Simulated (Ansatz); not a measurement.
Single-point calculation, with input and output: Si$_{2}$H$_{7}$F

Si$_{2}$H$_{7}$F, computed with RKS PBE0-D4/def2-TZVPP (Ansatz 0.2.0).

The geometry is a transition state. The reaction was set up to form Si1–F7 and Si2–H6 and to break Si1–Si2 and H6–F7 (atoms counted from 1 in the order of the input); sticks are drawn by distance alone. The geometry comes from this level: PBE0-D4/def2-TZVP.

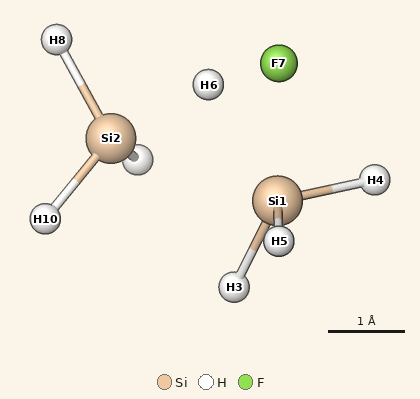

**Figure 1.** The structure as given in the input (ball-and-stick view, seen at a tilt; atoms are numbered from 1 in the order of the input). Bond lengths as drawn: H–Si 1.48 to 1.51 Å.

### Summary

| quantity | value |
| --- | --- |
| outcome | converged |
| total energy | −18576.7696 eV |
| mean-field energy | −18576.6217 eV |
| dispersion energy | −0.1479 eV |
| SCF solution under orbital rotations | stable |
| HOMO | −7.97 eV |
| LUMO | −0.96 eV |
| hardware | 4 threads of Arm Neoverse V1, 23 GiB of memory available, shared host |
| wall time | 1.8 s (CPU time 6.4 s) |
| peak memory | 0.43 GiB |

### Input
```yaml
crystal:
  periodic: [false, false, false]
  atoms:
    - {symbol: Si, position_ang: [-0.950754, 0.704174, -0.304484]}
    - {symbol: Si, position_ang: [0.926038, -0.989954, 0.143378]}
    - {symbol: H, position_ang: [-1.245965, -0.523757, -1.129283]}
    - {symbol: H, position_ang: [-2.108598, 0.783325, 0.609134]}
    - {symbol: H, position_ang: [-0.769612, 1.758685, -1.322714]}
    - {symbol: H, position_ang: [0.519516, 0.693158, 0.710779]}
    - {symbol: F, position_ang: [0.089302, 1.777749, 0.957650]}
    - {symbol: H, position_ang: [2.138970, -0.939539, 1.010939]}
    - {symbol: H, position_ang: [0.054780, -2.102055, 0.592219]}
    - {symbol: H, position_ang: [1.346323, -1.161886, -1.267718]}
basis:
  gaussian: {orbitals: def2-TZVPP}
hamiltonian: {xc: pbe0, dispersion: d4}
output: {orbitals: {seedname: orbitals}}
```

Launch command:
```bash
ansatz run in.yaml --threads 4 --pin off --events-out ev --progress --plain --max-ram 9574MiB
```

### Log
```
Functional definition: PBE0
  name "PBE0"
  cite "Adamo & Barone, J. Chem. Phys. 110, 6158 (1999) doi:10.1063/1.478522"
  cite "Perdew, Burke & Ernzerhof, Phys. Rev. Lett. 77, 3865 (1996) doi:10.1103/PhysRevLett.77.3865"
  parent pbe
  parameter a = 0.25
  parameter kappa = 0.804
  parameter beta = 0.06672455060314922
  exchange = (1 - a)*pbe_x(kappa = kappa, mu = beta*pi^2/3) + a*exact_x
  correlation = pbe_c(beta = beta)
1151 factors; their error is unknown
mean field evaluation 1: about -18575.2461 eV, gradient 2.9e1 eV
mean field evaluation 2: about -18572.9484 eV, gradient 5.1e1 eV
mean field evaluation 4: about -18576.5761 eV, gradient 1.3e0 eV
mean field evaluation 8: about -18576.6216 eV, gradient 2.3e-1 eV
mean field evaluation 16: about -18576.6216 eV, gradient 1.3e-5 eV
mean field -18576.62164687 eV, -682.6782538359 hartree, gradient 1.3e-5 eV, S^2 0.000000; 0 other end points of the search recorded, 0 dependent functions left out
reference -18576.62168060 eV, -682.6782550758 hartree; 22, 22 occupied and 191, 191 virtual orbitals, 1151 factors
Total energy: -18576.76962131 eV, -682.6836917966 hartree
```

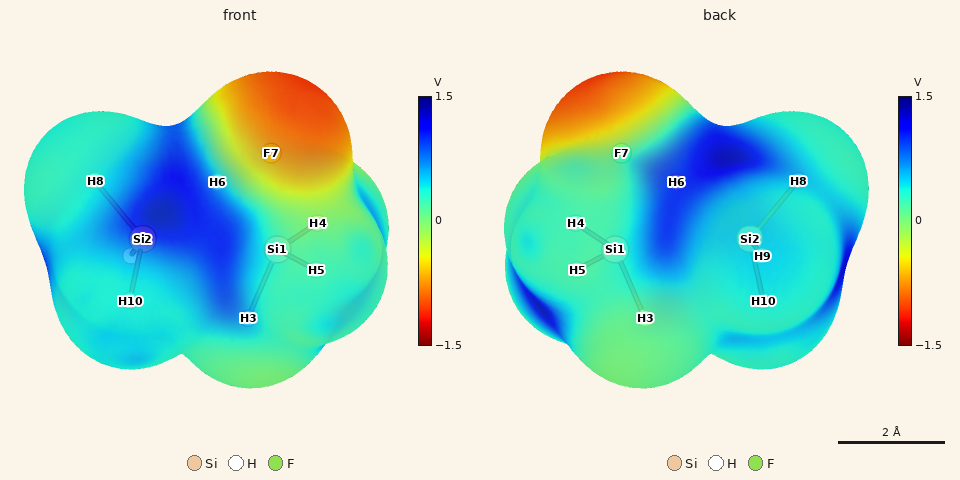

**Figure 2.** The molecular electrostatic potential painted on the density surface at 0.002 e/bohr³, seen at a tilt and from behind; the colour scale runs from red (negative) to blue (positive). A positive charge is drawn to the negative regions and a negative charge to the positive ones.

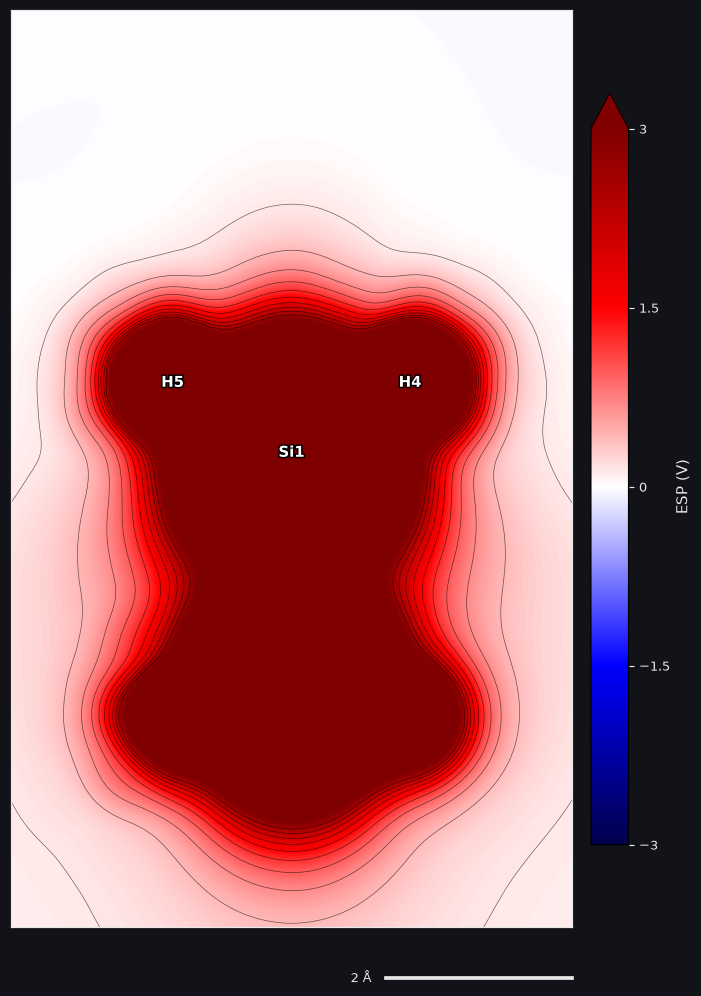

**Figure 3.** Electrostatic potential on the plane of atoms H4, Si1 and H5. The section cuts through Si and H sites. The potential has no marked negative region in this plane.

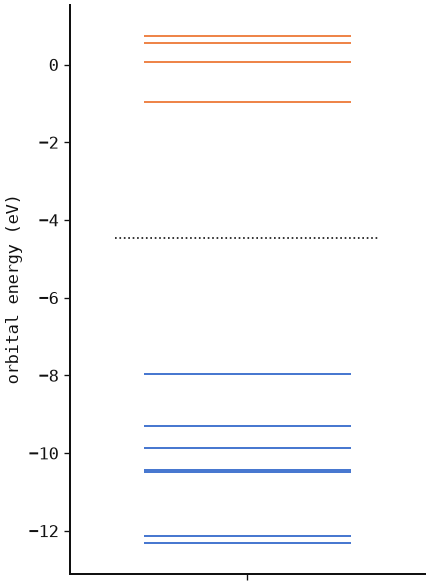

**Figure 4.** Orbital energies near the frontier; the dotted line parts filled from empty levels, and levels within 0.02 eV of each other stand side by side. Highest filled −7.97 eV, lowest empty −0.96 eV, 7.01 eV apart.
